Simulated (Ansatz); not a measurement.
SiNH4F and related structures: several calculations on one system

### Relaxation

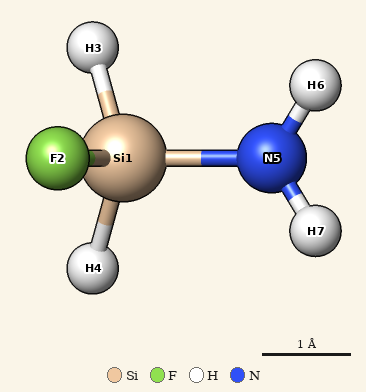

This is the input geometry for a relaxation of SiNH₄F. Style: ball-and-stick. Shown at a tilt.

It is one of the separated reactants of a reaction.

Level of theory: Ansatz, RKS PBE0-D4/def2-TZVP.

Input
```yaml
crystal:
  periodic: [false, false, false]
  atoms:
    - {symbol: Si, position_ang: [0.310637, 0.244160, -0.643660]}
    - {symbol: F, position_ang: [0.208774, 1.386364, 0.491274]}
    - {symbol: H, position_ang: [-1.064630, -0.157070, -0.995834]}
    - {symbol: H, position_ang: [1.218332, -0.803984, -0.139838]}
    - {symbol: N, position_ang: [1.017379, 0.838809, -2.079303]}
    - {symbol: H, position_ang: [0.503229, 1.431935, -2.709792]}
    - {symbol: H, position_ang: [2.008024, 1.005816, -2.145589]}
basis:
  gaussian: {orbitals: def2-TZVP}
hamiltonian: {xc: pbe0, dispersion: d4}
relax: {f_tol: 0.005, max_steps: 200}
```

Q: Predict the outcome.

A: The largest move after the best rigid fit is that of F2, 0.048 Å. Largest moves by element: F 0.048 Å, Si 0.033 Å, H 0.033 Å, N 0.025 Å. Near-neighbour distances that change, for instance: Si1–N5 1.707 → 1.696 Å, Si1–F2 1.613 → 1.605 Å. Among the angles between lasting bonds that change: H3–Si1–H4 117.5° → 114.0°, F2–Si1–N5 111.8° → 114.6°, H3–Si1–N5 106.3° → 108.3°. The energy falls by 0.025 eV in 5 geometry steps. The largest force component goes from 0.72 to 0.0033 eV/Å. The run took about 21 core-seconds on a shared host.

The structure at the end:

```xyz
7

Si    0.3238    0.2706   -0.6589
F     0.1890    1.3526    0.5184
H    -1.0558   -0.1659   -0.9658
H     1.1902   -0.8023   -0.1237
N     1.0258    0.8613   -2.0848
H     0.5102    1.4286   -2.7368
H     2.0186    1.0013   -2.1712
```

### Relaxation

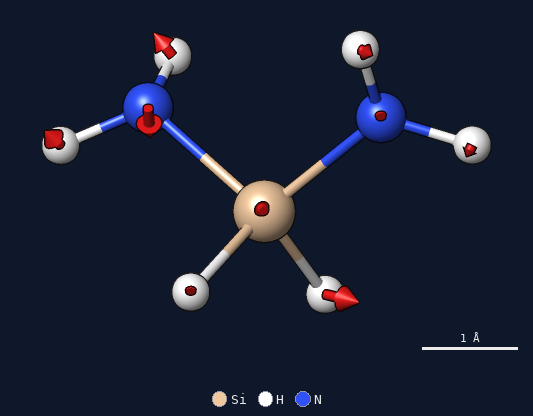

A relaxation of SiN₂H₆. The starting structure is drawn; red arrows show the displacements, 5 times their true length. The two geometries are superimposed by the best rigid fit.

Style: ball-and-stick. Shown at a tilt.

It is one of the separated products of a reaction.

These are results of RKS PBE0-D4/def2-TZVP (Ansatz), not measurements. Settings: force threshold 0.005 eV/Å; at most 200 steps.

What happened in the run?

Answer. The atom that moves furthest after the best rigid fit is an N atom (0.099 Å). By element the largest moves are N 0.099 Å, H 0.096 Å, Si 0.032 Å. Some distances before and after: N–Si 1.753 → 1.711 Å, N–Si 1.698 → 1.711 Å, H–N 1.012 → 1.006 Å, H–Si 1.488 → 1.493 Å. Bond angles that change, for instance: Si–N–H 116.2° → 121.6°, Si–N–H 116.1° → 120.5°, H–Si–N 106.5° → 103.4°. After 7 accepted moves (8 points after the start) the energy has fallen by 3.93 kJ/mol. Largest force component: 1.1 eV/Å at the start, 0.0016 eV/Å at the end. The line search rejected the trial step at point 3 of the run.

### Reaction

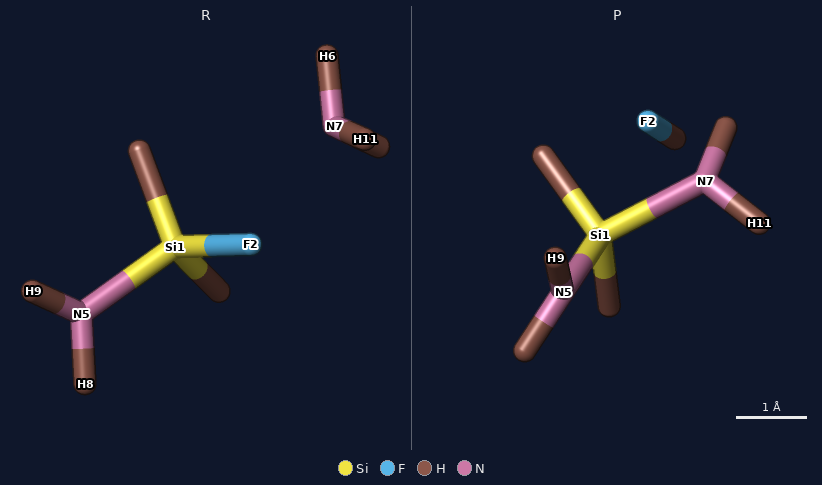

Reactant (R) and product (P) of one elementary step of SiN2H7F. Style: stick. Shown from a free direction.

Stationary points at PBE0-D4/def2-TZVP, single-point energies with CCSD(T)/CBS (def2-TZVPP where no basis is named; Ansatz 0.2.0). The energies are electronic, without zero-point or thermal terms, and both ends are the minima reached downhill from the saddle, with any fragments still in contact. CCSD(T)/CBS stands for a frozen-core estimate: MP2 correlation extrapolated from def2-TZVPP and def2-QZVPP, CCSD(T) minus MP2 from the smaller set.

Q: What is the transition state like, and how high is the barrier?

A: Counted by bonded pieces, R holds NH₃ + SiH₄NF and P holds HF + SiH₆N₂. From R over the saddle to P, bonds form: N–Si (3.01 → 1.85 → 1.75 Å), F–H (3.63 → 1.26 → 0.96 Å). Bonds break: F–Si (1.61 → 2.20 → 3.31 Å), H–N (1.01 → 1.17 → 1.67 Å). The saddle has one imaginary mode, 551i cm⁻¹. With CCSD(T)/CBS the barrier is 28.8 kcal/mol from R and 14.7 kcal/mol from P, and P lies 14.1 kcal/mol above R.

The saddle point in the same view, with dashed sticks for the bonds that form or break:

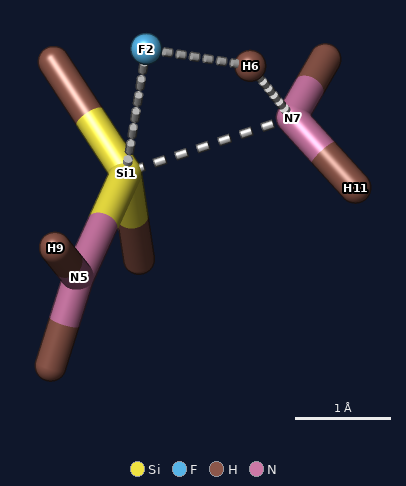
